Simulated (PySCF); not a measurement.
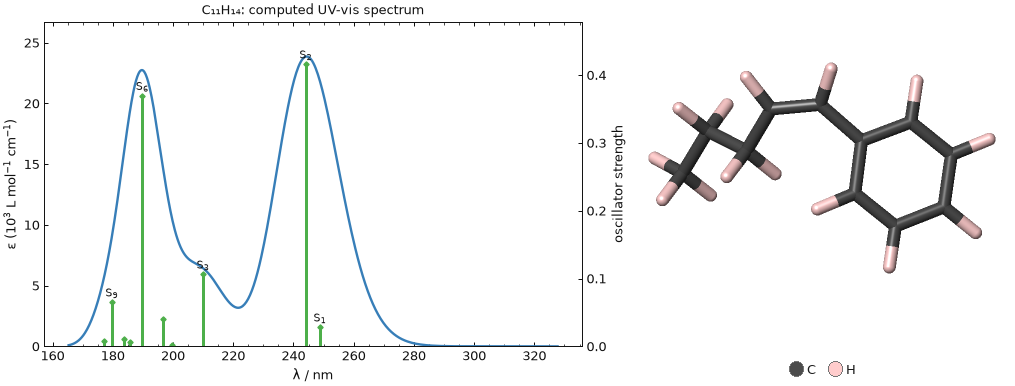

Computed absorption of C₁₁H₁₄, SMILES CCC/C=C\c1ccccc1. Vertical TDDFT excitations, PBE0/def2-SVPD in PySCF, at a PBE0-D3(BJ)/def2-SVP geometry (no frequency check), gas phase. Only the first 10 singlet excitations are included; each is broadened by a Gaussian of 1/e half-width 0.30 eV. Sticks give oscillator strengths (right axis).

Q: Which of the computed transitions is the brightest, and what character does the calculation give it?

A: S2 at 5.08 eV (244 nm), f = 0.416, mainly HOMO → LUMO (88 %).

Q: Where is the maximum of the broadened curve, and how high is it?

A: At about 5.1 eV (244 nm), with ε near 24000 L mol⁻¹ cm⁻¹.

Q: Does any vertical transition fall in the visible?

A: No singlet lies below 3.1 eV (beyond 400 nm), so at this level no vertical transition falls in the visible.

Caveats: states above the negative HOMO energy depend on the basis; one conformer of a flexible molecule; core orbitals are frozen in the response.
